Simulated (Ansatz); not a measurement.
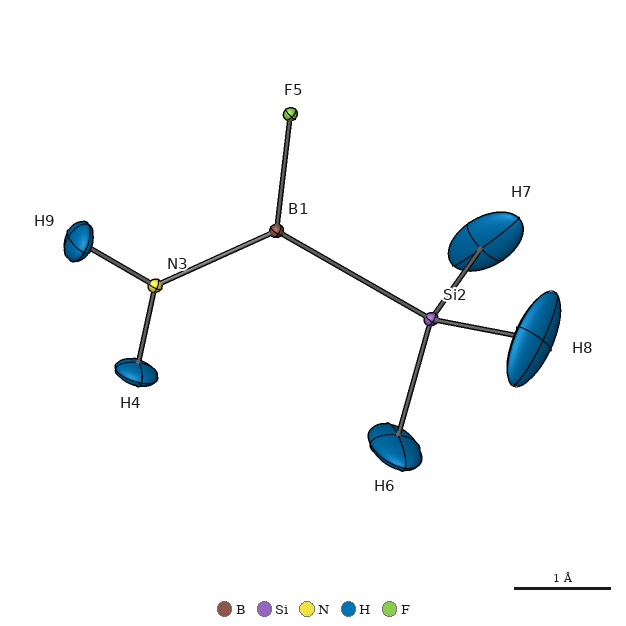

Displacement ellipsoids at the 50 % level, from the internal vibrations of the free molecule (harmonic, no overall translation or rotation; no half-axis is drawn under 0.075 Å). Vibrations computed with RKS PBE0-D4/def2-TZVP (Ansatz 0.2.0). Temperature: 100 K.

Give the displacement parameters, one line for each set of equivalent atoms.

```json
{"atom": "B1", "U_eq (Å²)": "0.0021", "rms amplitudes (Å)": "0.037, 0.044, 0.053"}
{"atom": "Si2", "U_eq (Å²)": "0.00050", "rms amplitudes (Å)": "0.011, 0.022, 0.030"}
{"atom": "N3", "U_eq (Å²)": "0.0018", "rms amplitudes (Å)": "0.032, 0.042, 0.050"}
{"atom": "H4", "U_eq (Å²)": "0.0186", "rms amplitudes (Å)": "0.073, 0.148, 0.169"}
{"atom": "F5", "U_eq (Å²)": "0.0014", "rms amplitudes (Å)": "0.029, 0.033, 0.047"}
{"atom": "H6", "U_eq (Å²)": "0.0505", "rms amplitudes (Å)": "0.088, 0.175, 0.336"}
{"atom": "H7, H8", "U_eq (Å²)": "0.0545", "rms amplitudes (Å)": "0.087, 0.173, 0.355"}
{"atom": "H9", "U_eq (Å²)": "0.0191", "rms amplitudes (Å)": "0.081, 0.138, 0.178"}
```
